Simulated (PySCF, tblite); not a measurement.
# C5H2NS radical: geometry, infrared bands and EPR parameters

Aim: predict the infrared bands and EPR parameters of C5H2NS radical (`N#Cc1c[c]sc1`).

The runs use tblite 0.8.0 and PySCF 2.14.0, with density-fitted response routines of our own; the level of theory stands in each step. All values are computed, except where a source is named. Atoms are numbered from 0 throughout.

**1. The starting structure**

9 atoms, charge 0, multiplicity 2; geometry from: force field or distance geometry start.

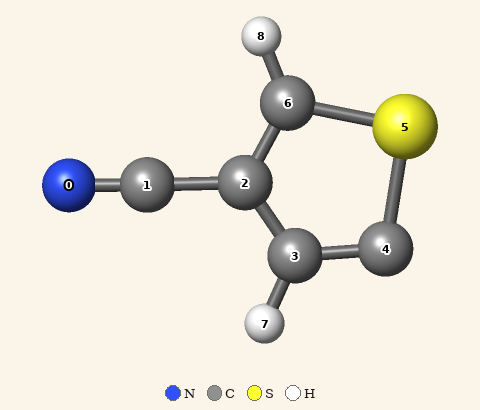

As it starts; nitrogen blue, carbon grey, sulfur yellow, hydrogen white, atoms numbered.

**2. Optimising the geometry with GFN2-xTB**

Job settings and geometry (Å):

```
{"job": {"kind": "relax", "xc": "GFN2-xTB", "basis": "xTB"}, "charge": 0, "multiplicity": 2}
N      2.794100    -0.080200    -0.796200
C      1.658500    -0.048000    -0.488400
C      0.254900    -0.001300    -0.064100
C     -0.612400    -0.981600    -0.316000
C     -1.903200    -0.875300     0.105600
S     -1.958900     0.808800     0.912500
C     -0.216900     1.104100     0.578800
H     -0.294100    -1.926800    -0.837400
H      0.291600     2.006200     0.880100
```

On the command line:

```bash
$ OMP_NUM_THREADS=1 python probes_run.py task.json out
```

One launch serves the whole session: the jobs run in the order shown.

Output:

```text
step      E/eV     max force
  0    -481.34964    6.495
  1    -481.76674    9.092
  2    -481.66785    8.348
  3    -482.13238    1.964
  4    -482.19148    1.229
  5    -482.22048    0.789
  6    -482.23783    0.271
  7    -482.24065    0.199
  8    -482.24288    0.136
  9    -482.24433    0.161
 10    -482.24601    0.158
 11    -482.24692    0.081
 12    -482.24725    0.050
 13    -482.24738    0.032
 14    -482.24744    0.023
 15    -482.24746    0.013
 16    -482.24747    0.005
```

Wall time 0.12 s (1 thread of Arm Neoverse N1, shared host).

Along the way: (the energy doesn't fall at every step)

```
step  energy from step 0 (eV)  largest force (eV/Å)
   0                   0.0000                6.4948
   1                  -0.4171                9.0925
   2                  -0.3182                8.3481
   3                  -0.7827                1.9641
   4                  -0.8418                1.2287
   5                  -0.8708                0.7887
   6                  -0.8882                0.2710
   7                  -0.8910                0.1989
   8                  -0.8932                0.1360
   9                  -0.8947                0.1608
  10                  -0.8964                0.1581
  11                  -0.8973                0.0814
  12                  -0.8976                0.0499
  13                  -0.8977                0.0324
  14                  -0.8978                0.0229
  15                  -0.8978                0.0130
  16                  -0.8978                0.0054
```

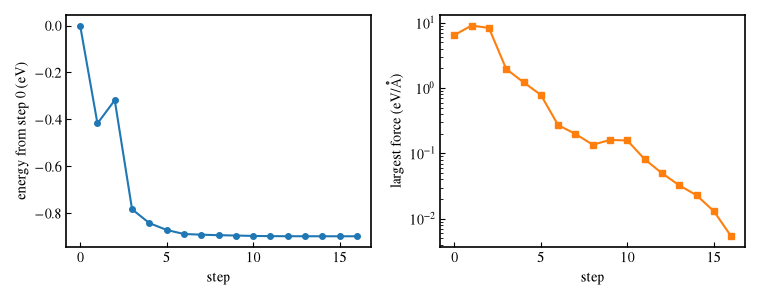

Energy and largest force along the relaxation.

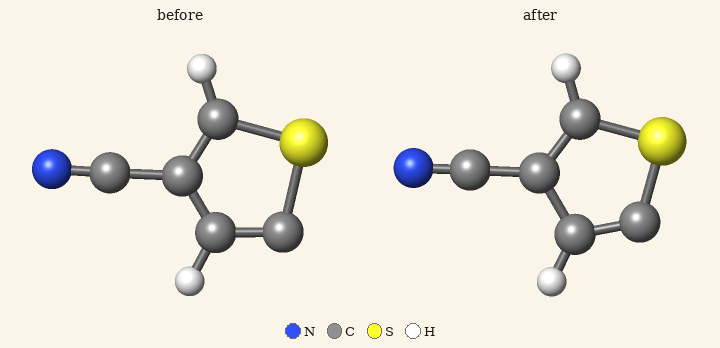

The geometry before (left) and after (right).

Close pairs (by a distance rule), those that changed most:

```
 bond  before (Å)  after (Å)  change (Å)
C4–S5       1.868      1.703      -0.165
C2–C3       1.333      1.441      +0.108
S5–C6       1.798      1.720      -0.078
C1–C2       1.467      1.403      -0.064
C3–H7       1.125      1.073      -0.053
N0–C1       1.177      1.147      -0.030
C3–C4       1.362      1.336      -0.026
C2–C6       1.363      1.370      +0.007
```

The final coordinates are the input of the step that follows.

**3. Harmonic vibrations with GFN2-xTB**

Job settings and geometry (Å):

```
{"job": {"kind": "ir", "xc": "GFN2-xTB", "basis": "xTB"}, "charge": 0, "multiplicity": 2}
N      2.763040    -0.087498    -0.796020
C      1.663937    -0.034179    -0.472260
C      0.317918     0.019145    -0.080715
C     -0.606755    -1.054405    -0.340986
C     -1.808285    -0.727180     0.142533
S     -1.926437     0.793564     0.900500
C     -0.259759     1.072212     0.579272
H     -0.338548    -1.961575    -0.846430
H      0.208450     1.985911     0.888927
```

Output:

```text
mode    cm-1     km/mol
  1     137.3      7.58
  2     147.2      7.55
  3     347.7      0.60
  4     417.0      4.12
  5     464.2      2.44
  6     519.4      5.93
  7     574.3      7.11
  8     614.0      2.92
  9     735.7      9.77
 10     795.6     12.22
 11     799.8     22.99
 12     851.3     29.32
 13     938.1      0.69
 14    1102.4      1.56
 15    1114.9      2.36
 16    1275.2      0.46
 17    1469.2     67.64
 18    1533.4     11.30
 19    2361.8    249.65
 20    3159.6      1.32
 21    3161.6      0.62
```

Wall time 0.31 s (1 thread of Arm Neoverse N1, shared host).

The strongest bands and the atoms that carry them (share of the mass-weighted mode):

```
cm⁻¹  km/mol                               atoms
 137     7.6  N0 31 %, C2 25 %, C6 16 %, S5 12 %
 736     9.8                    H8 84 %, C6 15 %
 796    12.2                    H7 77 %, C3 20 %
 800    23.0           C4 52 %, S5 25 %, C6 11 %
 851    29.3  C6 52 %, S5 15 %, H8 14 %, C4 12 %
1469    67.6  C2 41 %, C6 21 %, C4 20 %, C3 12 %
1533    11.3  C3 32 %, C4 31 %, C2 22 %, C6 12 %
2362   249.7                    C1 60 %, N0 39 %
```

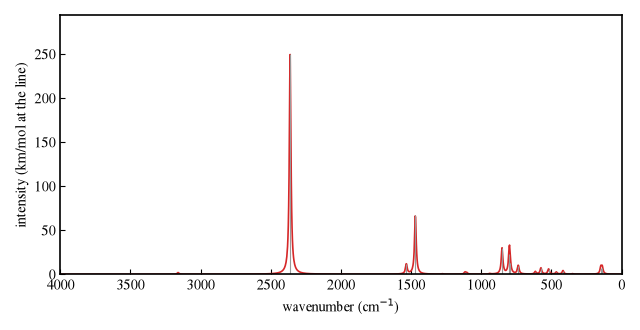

The infrared spectrum from these modes, unscaled. Lines are broadened to a width of 14 cm⁻¹ (Lorentzian).

**4. EPR parameters: B3LYP/pcH-1**

Settings changed since step 3:

```diff
@@ -1,2 +1,2 @@
-{"job": {"kind": "ir", "xc": "GFN2-xTB", "basis": "xTB"}, "charge": 0, "multiplicity": 2}
+{"job": {"kind": "epr", "basis": "pcH-1"}, "charge": 0, "multiplicity": 2}
 N      2.763040    -0.087498    -0.796020
```

Method: UKS B3LYP, pcH-1 on C H N S, non-relativistic, mean-field spin-orbit, GIAO.

Output:

```text
UKS, coarse grid
  cycle   1  E = -644.50910900  |g| = 3.45e-01
  cycle   2  E = -644.33757206  |g| = 6.94e-01
  cycle   3  E = -644.56142371  |g| = 1.07e-01
  cycle   4  E = -644.56402695  |g| = 7.05e-02
  cycle   5  E = -644.56658133  |g| = 1.70e-02
  cycle   6  E = -644.56674211  |g| = 6.17e-03
  cycle   7  E = -644.56677227  |g| = 2.52e-03
  cycle   8  E = -644.56678175  |g| = 1.08e-03
  cycle   9  E = -644.56678557  |g| = 5.20e-04
UKS, final grid
  cycle   1  E = -644.56676899  |g| = 5.27e-04
  cycle   2  E = -644.56676905  |g| = 7.43e-04
  cycle   3  E = -644.56676933  |g| = 1.84e-04
  cycle   4  E = -644.56676938  |g| = 1.65e-04
  cycle   5  E = -644.56676944  |g| = 1.13e-04
  cycle   6  E = -644.56676945  |g| = 3.19e-05
  cycle   7  E = -644.56676945  |g| = 7.92e-06
E = -644.56676945 Eh   <S^2> = 0.7594 (exact 0.7500)
g shifts (ppm)      1          2          3
  rmc          -172       -172       -172
  gc             34         17        -63
  oz_so       -2462        -89        919
  total       -2600       -244        685
hyperfine (MHz)  atom isotope    a_iso     a_fc   dipolar eigenvalues
    0   14N       0.47       0.46     -0.87     -0.29      1.16
    1   13C       3.53       3.54     -1.63     -0.99      2.62
    2   13C      75.13      75.11     -4.82     -2.03      6.85
    3   13C      30.19      30.20    -17.39     -0.10     17.49
    4   13C     542.17     542.36    -76.39    -55.73    132.12
    5   33S      57.46      57.42     -5.08     -3.97      9.05
    6   13C      27.80      27.83    -11.22     -0.46     11.68
    7    1H      37.57      37.58     -6.49     -5.24     11.73
    8    1H      19.91      19.91     -3.48      0.07      3.42
```

Run time: 59 s. Hardware: 1 thread of Arm Neoverse N1, shared host; peak memory 0.71 GiB.

Principal g values 1.99972, 2.00208, 2.00300; g(iso) = 2.00160, against 2.00232 for a free electron.

Hyperfine couplings, nucleus by nucleus at this fixed geometry (no averaging over rotations):

```
nuclei  isotope  a(iso) (MHz)  a(iso) (G, at g = 2.0023)  largest dipolar term (MHz)
    C4      13C         542.2                      193.5                       132.1
    C2      13C          75.1                       26.8                         6.8
    S5      33S          57.5                       20.5                         9.1
    H7       1H          37.6                       13.4                        11.7
    C3      13C          30.2                       10.8                        17.5
    C6      13C          27.8                        9.9                        11.7
    H8       1H          19.9                        7.1                        -3.5
    C1      13C           3.5                        1.3                         2.6
    N0      14N           0.5                        0.2                         1.2
```

Mulliken spin populations:

```
atom  value (e)
  N0       0.02
  C1      -0.01
  C2       0.06
  C3      -0.09
  C4       0.99
  S5       0.00
  C6       0.00
  H7       0.01
  H8       0.01
```

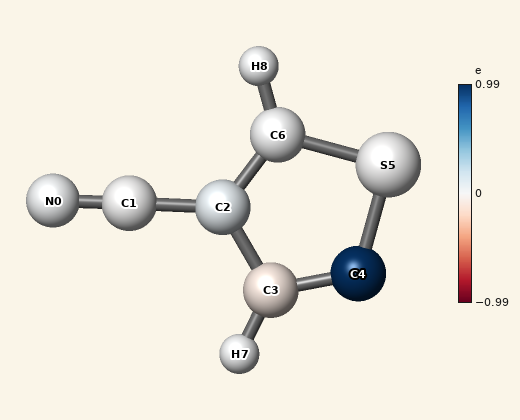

Mulliken spin populations, as colours on the atoms.

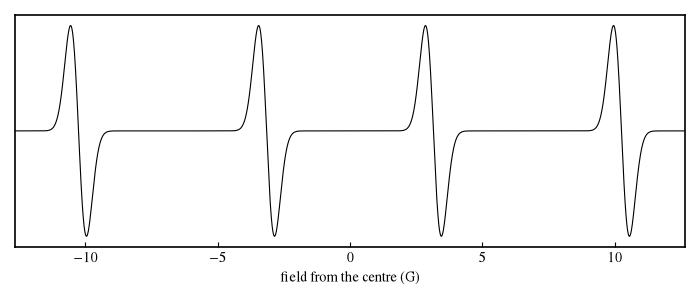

First-order isotropic spectrum (first derivative, main isotopes with spin only, couplings over 0.8 MHz, Gaussian width 0.3 G; couplings of the frozen geometry, rotation of groups not averaged beyond the rows shown).

The fields below are evaluated on a grid from the run's orbitals.

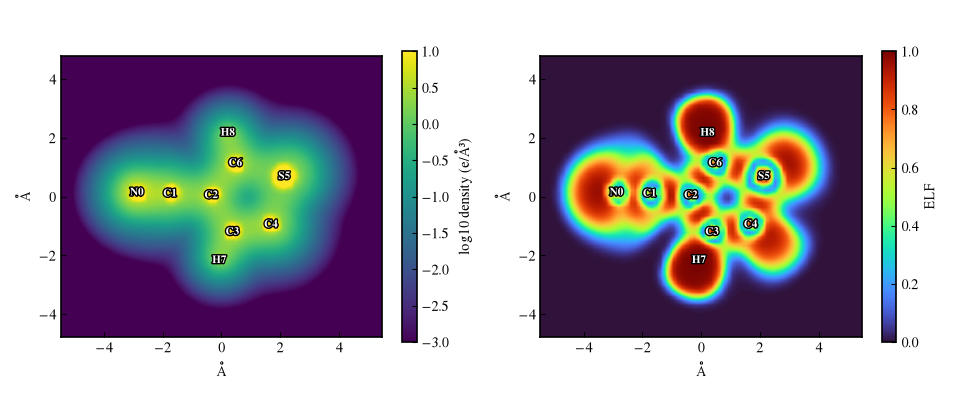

Density (left) and ELF (right) in a plane through or near 9 of the atoms.

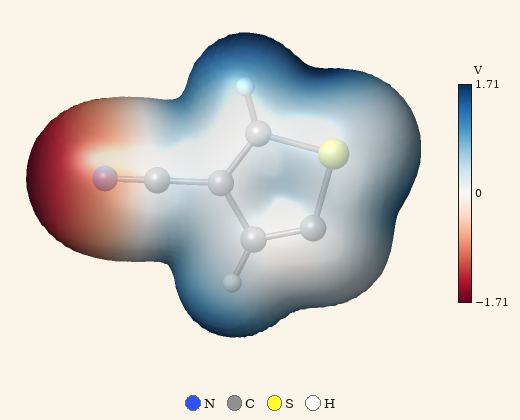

Electrostatic potential on the surface of density 0.002 e/bohr³; red is low, blue high. It runs from -1.71 V near N0 to 1.69 V near H8.

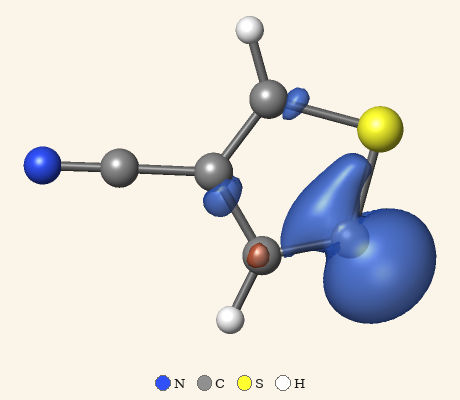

Spin density at ±0.05 e/Å³ (alpha excess blue, beta excess red).

**5. Results**

```
                                                                  quantity                  value
                                 strongest single infrared mode (GFN2-xTB)  2362 cm⁻¹, 250 km/mol
                                              zero-point energy (GFN2-xTB)          32.2 kcal/mol
                                                            g(iso) (B3LYP)                2.00160
                                                                      ⟨S²⟩     0.759 (exact 0.75)
                                                            largest a(iso)   13C on C4, 542.2 MHz
potential on the surface of density 0.002 e/bohr³, 1st and 99th percentile     -1.71 V and 1.69 V
```

In words: Relaxing lowered the energy by 0.898 eV in 16 steps; the close pair that moved most is C4–S5, from 1.868 to 1.703 Å. All 21 modes are real, so the xTB geometry is a minimum. The strongest single mode, at 2362 cm⁻¹, moves mainly C1 and N0. GFN2-xTB is a fitted tight-binding method: band positions and strengths are rough. Its intensities can rank the bands wrongly. C4 carries the largest spin population, 0.99 e. The isotropic g lies 0.7 ppt below the free-electron value. The conformer search found further structures of the same energy, which may be mirror or relabelled copies of this one.
